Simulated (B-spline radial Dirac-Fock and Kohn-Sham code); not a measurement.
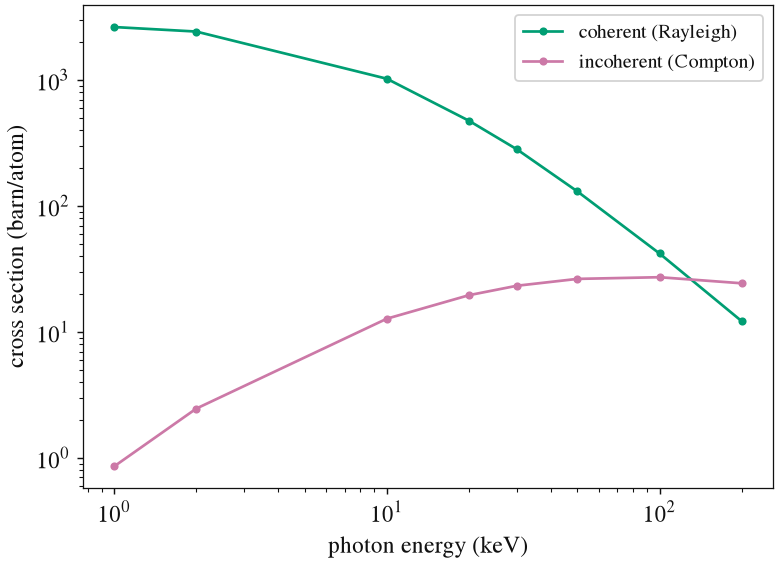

Coherent and incoherent photon scattering cross sections against photon energy, computed at the marked points and joined by straight lines. The figure is for Ho³⁺ in the configuration [Xe] 4f8 6s2, which is not the ground configuration. Method: Thomson × f² and Klein–Nishina × S on Dirac–Fock densities, without anomalous dispersion (computed with a B-spline radial atomic code).

### What are the two cross sections at 100.0 keV?

Coherent 42.0 b, incoherent 27.2 b.
